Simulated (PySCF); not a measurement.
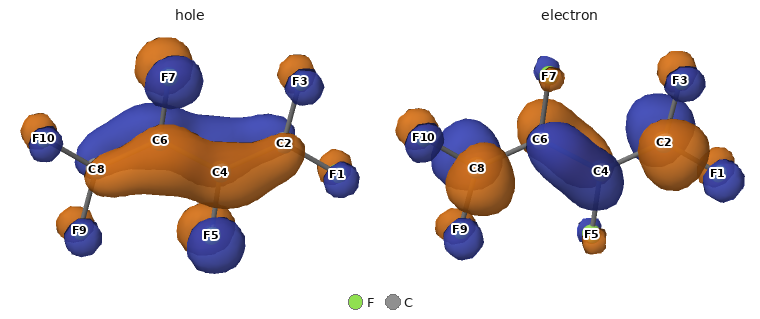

*C4F6, SMILES `FC(F)=C(F)C(F)=C(F)F`. Leading natural transition orbital pair of S₃ (TDA singlet states); the surfaces enclose about 70 % of each orbital's density.*

Computed with PySCF, B3LYP/6-31G*, geometry: GFN2-xTB. No frequency check shows the geometry to be a minimum. Without diffuse functions Rydberg states are missing, so the states' numbers hold for this basis only.

Geometry (Å), atoms numbered from 1:

```
F1      -2.9255    0.7182    0.0000
C2      -1.8611   -0.0564    0.0000
F3      -2.1948   -1.3280    0.0000
C4      -0.6023    0.4062    0.0000
F5      -0.4156    1.7336    0.0000
C6       0.6023   -0.4062    0.0000
F7       0.4156   -1.7336    0.0000
C8       1.8611    0.0564    0.0000
F9       2.1948    1.3280    0.0000
F10      2.9255   -0.7182    0.0000
```

### Where does the state lie, and where do hole and electron sit?

6.88 eV (180 nm), f = 0.000 (dark); the leading pair carries 75 %; hole on C4 and C6 (19 % each), F5 and F7 (12 % each) and C2 and C8 (11 % each), electron on C2 and C8 (22 % each) and C4 and C6 (17 % each) (shares are of the whole state, not of the leading pair alone); their centroids lie 0.0 Å apart. In canonical orbitals it is mainly HOMO−1 → LUMO (75 %). The HOMO–LUMO gap is 5.46 eV.

The PySCF run took 4.6 min on 1 thread of Intel(R) Xeon(R) Platinum 8259CL CPU @ 2.50GHz (Skylake/Cascade Lake) (shared host), peak memory 0.76 GiB.
